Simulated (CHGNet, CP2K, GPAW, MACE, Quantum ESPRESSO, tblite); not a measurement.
# How far do other methods lie from plane waves? Twisted graphene double bilayer, 21.79° (56 atoms)

One geometry of twisted graphene double bilayer, 21.79° (56 atoms) is solved by several programs and methods. How far do their forces lie from a plane-wave PBE run?

Results are calculated, not measured.

**1. The structure**

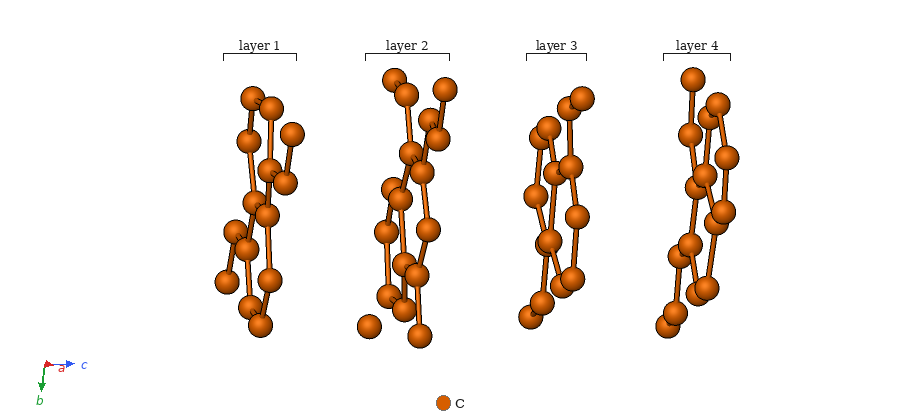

The cell (carbon orange). Bonds to atoms that aren't drawn are left out. Some periodic images of atoms are drawn too.

The cell holds 56 atoms (56 C), with edges of 6.51, 6.51 and 24.08 Å. Recipe: graphene (a = 2.46 Å) under graphene (a = 2.46 Å), double bilayer, commensurate cell of 7 unit cells a layer, twist 21.79 deg; facing planes 3.44, 3.32, 3.32 Å apart as built; 14 Å of vacuum; minimised with a classical potential. Then every atom was moved at random, 0.05 Å r.m.s. a Cartesian component.

**2. The reference input**

Quantum ESPRESSO 7.5: Kohn-Sham DFT, PBE, SSSP efficiency 1.3.0 pseudopotentials, plane waves. Its input, pw.in:

```
&control
  calculation = 'scf'
  pseudo_dir = './pseudo'
  outdir = './tmp'
  disk_io = 'none'
  tprnfor = .true.
/
&system
  ibrav = 0
  nat = 56
  ntyp = 1
  ecutwfc = 45
  ecutrho = 360
  nosym = .true.
  occupations = 'smearing'
  smearing = 'fd'
  degauss = 0.003675
/
&electrons
  conv_thr = 2.8e-07
  electron_maxstep = 100
  mixing_beta = 0.2
  mixing_mode = 'local-TF'
  diagonalization = 'david'
/
ATOMIC_SPECIES
C 12.011 C.upf
CELL_PARAMETERS angstrom
6.50850 0.00000 0.00000
-3.25425 5.63653 0.00000
0.00000 0.00000 24.08000
ATOMIC_POSITIONS crystal
C 0.18984 0.23612 0.28870
C 0.25173 0.06030 0.28522
C 0.32355 0.66989 0.29066
C 0.37529 0.47871 0.29133
[... 50 atom lines left out ...]
C 0.32426 0.66217 0.71010
C 0.29327 0.42945 0.71259
K_POINTS gamma
```

```console
$ OMP_NUM_THREADS=1 mpirun -np 4 pw.x -in pw.in > output.txt
```

Run time: 80 s. Hardware: 4 MPI ranks of Arm Neoverse V1, shared host; peak memory 1.6 GiB; 5.4 min of CPU time.

It converged with an r.m.s. force component of 3.2 eV/Å.

**3. What was run beside it**

- CHGNet: machine-learned potential, published weights.
- CP2K 2026.2: Gaussian basis with GTH pseudopotentials and a plane-wave density; labels give functional, basis (MOLOPT sets; SR short-range, UZH the newer set with its own potentials), grid cutoff/relative cutoff and solver (OT: orbital transformation; TRS4, TC2, SIGN: linear-scaling purification with its sparsity filter), or its built-in tight binding.
- GPAW 26.7.0: PAW with atomic orbitals (LCAO), plane waves or a real-space grid of spacing h.
- MACE: machine-learned potential, published weights.
- Quantum ESPRESSO 7.5: plane waves; labels (QE) give functional, pseudopotential set and cutoffs of waves/density.
- tblite 0.8.0: extended tight binding, driven from Python.

All use the same cell and atoms, and the electronic-structure runs the same k-mesh.

**4. All runs compared**

Differences are against the reference: forces as r.m.s. over components, share as that over the reference's r.m.s. force, slope as the fitted ratio of a run's forces to the reference's.

| run | Δ force, r.m.s. (meV/Å) | share (%) | slope | cores | CPU time | memory (GiB) |
| --- | --- | --- | --- | --- | --- | --- |
| reference | - | - | - | 4 | 5.4 min | 1.6 |
| CHGNet 0.3.0 potential | 591 | 18.7 | 0.871 | 1 | 5.2 s | 1.3 |
| CP2K PBE+D4, DZVP-MOLOPT-SR, 450/50 Ry, diagonalisation | 59.1 | 1.87 | 1.014 | 2 | 3 min | 2.2 |
| CP2K PBE, DZVP-MOLOPT-SR, 450/20 Ry, diagonalisation (coarse) | 54.9 | 1.74 | 1.014 | 2 | 2 min | 2.2 |
| CP2K PBE, DZVP-MOLOPT-SR, 450/50 Ry, diagonalisation | 50.5 | 1.60 | 1.013 | 2 | 3.1 min | 2.2 |
| CP2K PBE, DZVP-MOLOPT-SR, 630/50 Ry, diagonalisation | 50.6 | 1.60 | 1.013 | 2 | 4.2 min | 3.0 |
| CP2K PBE, DZVP-UZH, 450/50 Ry, diagonalisation | 48.3 | 1.53 | 1.014 | 4 | 3.8 min | 2.9 |
| CP2K PBE, TZVP-MOLOPT, 450/50 Ry, diagonalisation | 18.7 | 0.593 | 1.002 | 4 | 31 min | 3.1 |
| CP2K r2SCAN, SCAN potentials, DZVP-UZH(SCAN), 600/50 Ry, diagonalisation | 84.7 | 2.68 | 1.024 | 4 | 9.3 min | 3.6 |
| CP2K revPBE, PBE potentials, DZVP-MOLOPT-SR, 450/50 Ry, diagonalisation | 41.6 | 1.32 | 1.011 | 2 | 2.9 min | 2.2 |
| GPAW LDA, LCAO dzp, h 0.2 Å | 169 | 5.33 | 1.046 | 1 | 43 s | 0.55 |
| GPAW PBE, LCAO dzp, h 0.2 Å | 204 | 6.45 | 1.057 | 1 | 49 s | 0.55 |
| GPAW PBE, LCAO dzp, h 0.2 Å, other mixer settings | 204 | 6.45 | 1.057 | 1 | 67 s | 0.51 |
| GPAW PBE, LCAO dzp, h 0.25 Å (coarse) | 200 | 6.33 | 1.053 | 1 | 36 s | 0.38 |
| GPAW PBE, LCAO szp(dzp), h 0.2 Å (coarse) | 383 | 12.1 | 1.066 | 1 | 39 s | 0.53 |
| MACE MP-0b2 small potential | 364 | 11.5 | 0.990 | 1 | 9.3 s | 0.67 |
| MACE MPA-0 medium potential | 275 | 8.70 | 1.026 | 1 | 12 s | 0.94 |
| QE PBE, sg15-1.2, 80/320 Ry | 38.0 | 1.2 | 0.990 | 1 | 7 min | 0.9 |
| QE PBE, sssp-1.3.0-efficiency, 45/360 Ry, rmm-davidson | 0.139 | 0.004 | 1.000 | 2 | 5.2 min | 1.4 |
| tblite GFN1-xTB | 190 | 6.01 | 0.975 | 1 | 1.4 s | 0.1 |
| tblite GFN2-xTB | 204 | 6.45 | 0.962 | 1 | 4.1 s | 0.1 |

Rows marked coarse were listed beforehand as settings not expected to be converged; some can still land near the reference.

Times of the machine-learned potentials are mostly Python's start and the loading of weights.

CPU time is summed over cores on shared hosts, so it is rough.

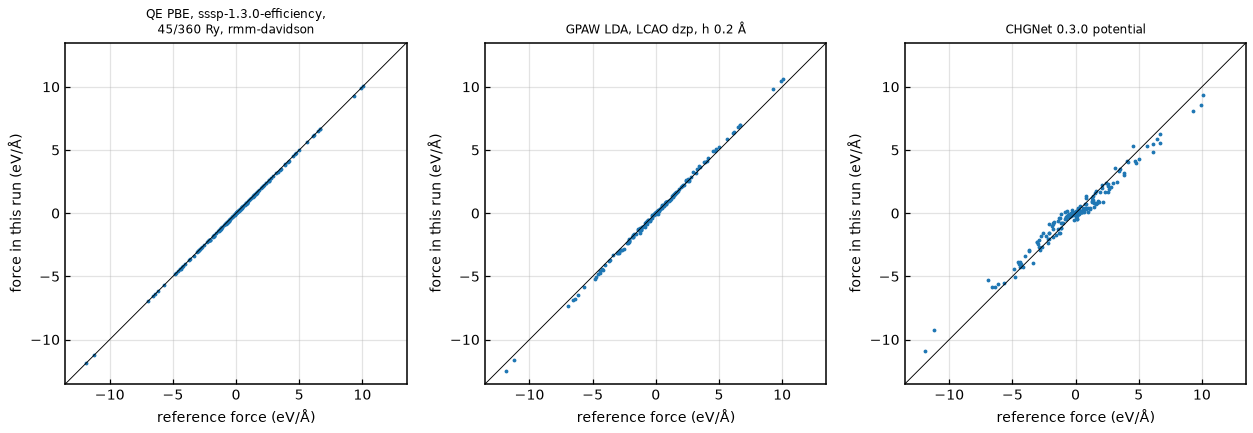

Force components against those of the reference; the line marks equality.

**5. Findings**

Forces lie from 0.004 % (QE PBE, sssp-1.3.0-efficiency, 45/360 Ry, rmm-davidson) to 19 % (CHGNet 0.3.0 potential) of the reference's r.m.s. force of 3.2 eV/Å away from it. Other PBE runs on plane waves or a grid: QE PBE, sg15-1.2, 80/320 Ry 1.2 % and QE PBE, sssp-1.3.0-efficiency, 45/360 Ry, rmm-davidson 0.004 % of the r.m.s. force; the reference has errors of its own, so differences under a few per cent don't tell which side is nearer the exact PBE result. With the reference's own potentials and cutoffs, another solver or threshold moves forces by 0.004 % (QE PBE, sssp-1.3.0-efficiency, 45/360 Ry, rmm-davidson). The PBE runs in local orbitals, coarse settings apart, differ by 0.59 % (CP2K PBE, TZVP-MOLOPT, 450/50 Ry, diagonalisation) to 6.5 % (GPAW PBE, LCAO dzp, h 0.2 Å); basis, grid and potentials can all enter.

Tight binding differs by 6.0 % (tblite GFN1-xTB) to 6.5 % (tblite GFN2-xTB); it is another model, with fitted parameters of its own, and the xTB methods hold dispersion. Machine-learned potentials differ by 8.7 % (MACE MPA-0 medium potential) to 19 % (CHGNet 0.3.0 potential); they were trained on other programs' data. Rows with another functional or a dispersion term differ by 1.3 % (CP2K revPBE, PBE potentials, DZVP-MOLOPT-SR, 450/50 Ry, diagonalisation) to 5.3 % (GPAW LDA, LCAO dzp, h 0.2 Å), which mixes the change of model with differences of basis and potentials, some of them made for another functional. Runs with settings chosen to be coarse differ by 1.7 % (CP2K PBE, DZVP-MOLOPT-SR, 450/20 Ry, diagonalisation) to 12 % (GPAW PBE, LCAO szp(dzp), h 0.2 Å), their programs' other errors included. From CP2K PBE, DZVP-MOLOPT-SR, 450/20 Ry, diagonalisation to the finer CP2K PBE, DZVP-MOLOPT-SR, 630/50 Ry, diagonalisation the share goes from 1.74 to 1.60 %, so the grid isn't what parts these runs from the reference. From GPAW PBE, LCAO dzp, h 0.25 Å to the finer GPAW PBE, LCAO dzp, h 0.2 Å, other mixer settings the share goes from 6.33 to 6.45 %, so the grid isn't what parts these runs from the reference.

Caveats: Periodic xTB results under one method name differ between programs and library versions. Machine-learned potentials mimic data converged in k, so the reference's own k-point error enters their differences. The cell is under 6 Å thick along two periodic directions, so every atom has periodic images of itself close by, which move with it. The reference's PBE has no dispersion term, which matters for the binding between molecules or layers. One k-point is far too coarse for the carbon or group-IV sheet, and it can put spurious forces of up to about 1 eV/Å on the sheet's atoms. The electronic-structure runs sample only Γ, in a cell whose shortest periodic width is 6 Å. The slab repeats along its normal with no dipole correction. Where levels are smeared, the DFT runs use Fermi–Dirac occupations at 580 K (0.05 eV), and energies are free energies. The atoms were displaced at random, and shares hang on the size of the forces that this gives. The reference's cutoffs and mesh weren't converged further here.

[Logs are printed without paths, hosts, clocks, repeated set-up lines and the standing remarks that a program may print on its own settings, such as how far it seeks lower states.]

[Hosts, paths, dates, database ids (printed as entryN), source tags and the programs' standing remarks are cut or masked in the printed files.]

[Cells were taken only where this reference lay near another plane-wave run.]
